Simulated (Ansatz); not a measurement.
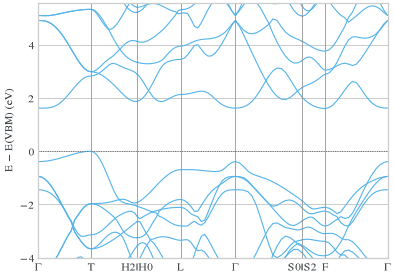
Figure: Band structure from r²SCAN+D4 in the plane-wave PAW code Ansatz

The gap is 1.58 eV; an edge lies off the plotted path or next to a special point (maximum at T, minimum off the standard path).

The material is B (α-B12, space group No. 166).

Space group R-3m (α-B12). The r²SCAN+D4 relaxation kept the symmetry of its start.

Potentials: the earlier of the program's two PAW sets.
